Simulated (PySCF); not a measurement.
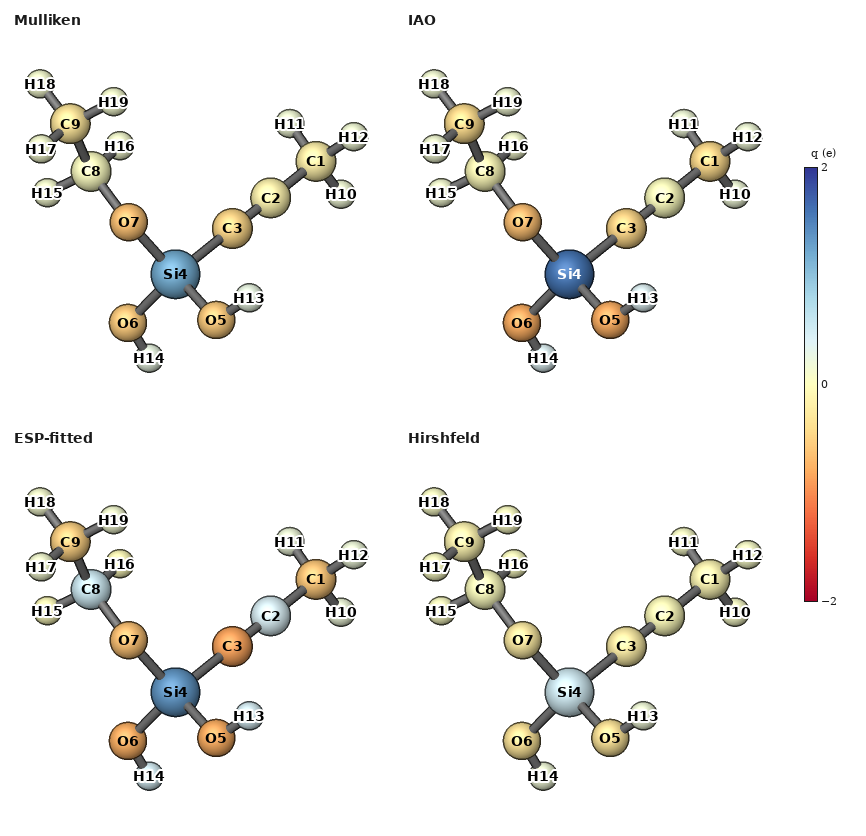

Atomic charges of one calculation by 4 schemes, on one colour scale. Computed geometry: PBE0-D3(BJ)/def2-SVP optimisation. No frequency run is at hand to confirm it as a minimum. Computed with PBE0/pcSseg-1 in cyclohexane (IEF-PCM) (PySCF 2.14.0).

Which scheme gives the most polar picture (largest mean size of the charges)?

The ESP-fitted charges are the largest in size here, and the Hirshfeld charges the smallest.

On which atom do the schemes disagree most?

On Si4 (from 0.51 to 1.59 e).

List the charges (e), one line for each set of equivalent atoms.

| atom | Mulliken | IAO | ESP-fitted | Hirshfeld |
| --- | --- | --- | --- | --- |
| C1 | −0.19 | −0.44 | −0.59 | −0.09 |
| C2 | −0.14 | 0.02 | 0.44 | −0.02 |
| C3 | −0.46 | −0.46 | −0.85 | −0.20 |
| Si4 | 1.20 | 1.59 | 1.35 | 0.51 |
| O5 | −0.56 | −0.79 | −0.79 | −0.32 |
| O6 | −0.56 | −0.79 | −0.78 | −0.31 |
| O7 | −0.64 | −0.65 | −0.63 | −0.23 |
| C8 | 0.03 | −0.03 | 0.54 | 0.01 |
| C9 | −0.30 | −0.42 | −0.51 | −0.12 |
| H10 | 0.16 | 0.18 | 0.19 | 0.07 |
| H11 | 0.16 | 0.18 | 0.20 | 0.07 |
| H12 | 0.16 | 0.18 | 0.19 | 0.07 |
| H13 | 0.26 | 0.38 | 0.47 | 0.18 |
| H14 | 0.26 | 0.38 | 0.47 | 0.18 |
| H15 | 0.12 | 0.13 | −0.02 | 0.04 |
| H16 | 0.11 | 0.12 | −0.04 | 0.03 |
| H17 | 0.12 | 0.14 | 0.14 | 0.04 |
| H18 | 0.11 | 0.14 | 0.11 | 0.05 |
| H19 | 0.12 | 0.14 | 0.13 | 0.04 |
